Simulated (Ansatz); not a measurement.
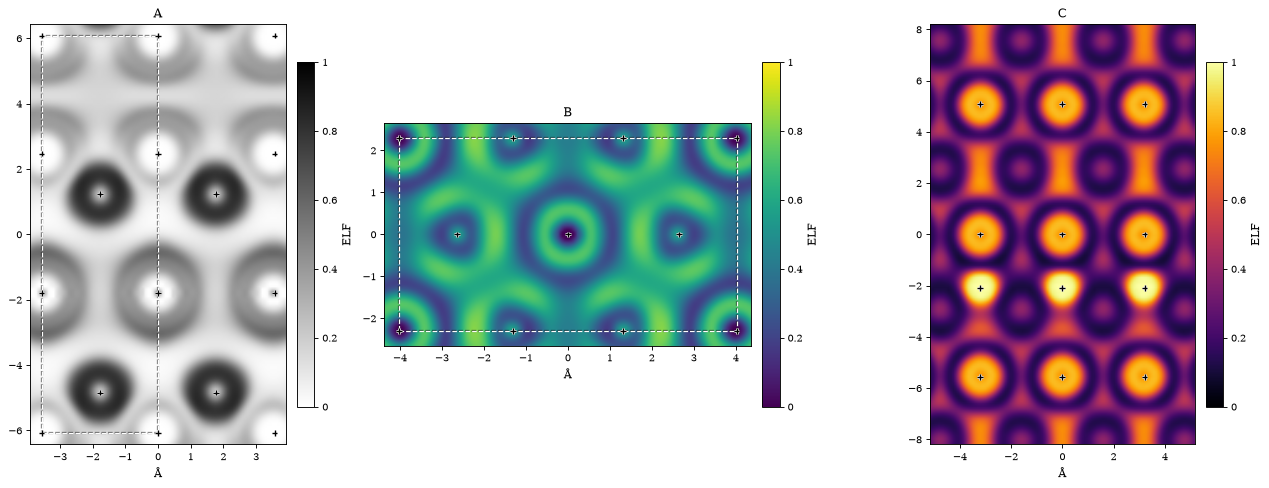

The electron localisation function of 3 systems, each on a plane through atoms (crosses mark nuclei in the plane).

Method: Ansatz 0.2.0, DFT PBE, scalar-relativistic, plane waves, PAW.

System 1: Sn2GeO2, the (100) plane of the conventional cell. Space group I4/mmm; a structure from a database of computed crystals, not necessarily the ambient phase; a generated structure, not necessarily the stable one; changed on purpose from its base cell (volume × 0.88, shape and atoms relaxed); computed pressure about 11 GPa in this cell.

```cif
data_structure
_symmetry_space_group_name_H-M 'P 1'
_symmetry_Int_Tables_number 1
_cell_length_a 3.5651
_cell_length_b 3.5651
_cell_length_c 12.1599
_cell_angle_alpha 90.000
_cell_angle_beta 90.000
_cell_angle_gamma 90.000
_cell_volume 154.55
loop_
_atom_site_label
_atom_site_type_symbol
_atom_site_fract_x
_atom_site_fract_y
_atom_site_fract_z
_atom_site_occupancy
Sn1 Sn 0.50000 0.50000 0.14833 1
Sn2 Sn 0.00000 0.00000 0.64833 1
Sn3 Sn 0.00000 0.00000 0.35167 1
Sn4 Sn 0.50000 0.50000 0.85167 1
Ge1 Ge 0.00000 0.00000 0.00000 1
Ge2 Ge 0.50000 0.50000 0.50000 1
O1 O 0.50000 0.00000 0.25000 1
O2 O 0.00000 0.50000 0.75000 1
O3 O 0.00000 0.50000 0.25000 1
O4 O 0.50000 0.00000 0.75000 1
```

System 2: TaSi4W, the (11̄0) plane of the conventional cell. Space group P4/mmm; a generated structure, not necessarily the stable one; computed without spin polarisation.

System 3: Hf3H, the (100) plane of the conventional cell. Space group P-3m1; a generated structure, not necessarily the stable one.

```
CELL_PARAMETERS angstrom
3.21215 0.00000 0.00000
-1.60608 2.78181 0.00000
0.00000 0.00000 15.70070
ATOMIC_POSITIONS crystal
Hf 0.33333 0.66667 0.09573
Hf 0.66667 0.33333 0.90427
Hf 0.33333 0.66667 0.41956
Hf 0.66667 0.33333 0.58044
Hf 0.66667 0.33333 0.25805
Hf 0.33333 0.66667 0.74195
H 0.33333 0.66667 0.96230
H 0.66667 0.33333 0.03770
```

Q: Which map belongs to which system?

A: Panel A is system 1, Sn2GeO2: the plane holds Sn, Ge and O. Sn–O (2.17 Å): the ELF peaks at about 0.85 in the valence shell of O, 0.6 Å from its nucleus, and is about 0.20 at the midpoint (no localised pair shows between them). Panel B is system 2, TaSi4W: the plane holds Ta, Si and W. Si–W (2.65 Å): the ELF peaks at about 0.80 in the valence shell of Si, 0.9 Å from its nucleus, and is about 0.45 at the midpoint. Panel C is system 3, Hf3H: the plane holds Hf and H. Hf–H (2.09 Å): the ELF climbs to about 1 towards the hydrogen.
